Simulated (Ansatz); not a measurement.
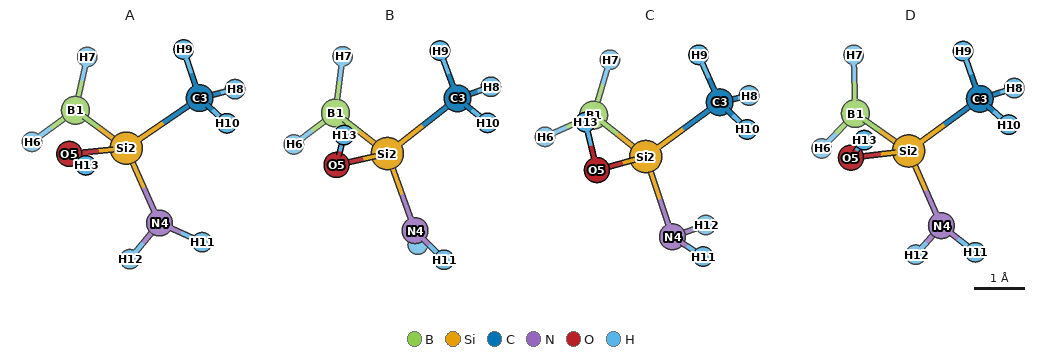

4 geometries from one relaxation of CH₈BNOSi, in shuffled order. The picture is a ball-and-stick view, seen at a tilt.

The run prepares an end point of a later path (torsion) calculation, from a guessed geometry.

Level of theory: RKS CAM-B3LYP/6-31G* (Ansatz). Set-up: no spin polarisation; force threshold 0.015 eV/Å; at most 40 steps.

### Put them in the order of the run, from the start to the converged end.

C, B, D, A. They are steps 0, 6, 11, 23, at +0.990 eV, +0.178 eV, +0.059 eV relative to the last. H12 moves most after the best rigid fit: 1.39 Å. By element the largest moves are H 1.39 Å, O 0.41 Å, N 0.31 Å, B 0.24 Å, Si 0.17 Å, C 0.14 Å. Among the contacts that change: B1–Si2 1.906 → 2.006 Å, N4–H12 1.099 → 1.012 Å, O5–H13 1.032 → 0.966 Å, Si2–N4 1.789 → 1.730 Å. Among the angles between lasting bonds that change: Si2–N4–H12 103.6° → 121.0°, Si2–O5–H13 102.4° → 116.4°, Si2–N4–H11 108.6° → 122.2°. Groups turn about Si2–O5 by about 105°. Over 20 accepted moves (23 points after the start) the energy falls by 0.990 eV. Largest force component: 3 eV/Å at the start, 0.011 eV/Å at the end. The line search rejected the trial steps at points 7, 14, 18 of the run. Cost: 94 s on 2 threads of Arm Neoverse V1, with other jobs on the host, peak memory 0.23 GiB.
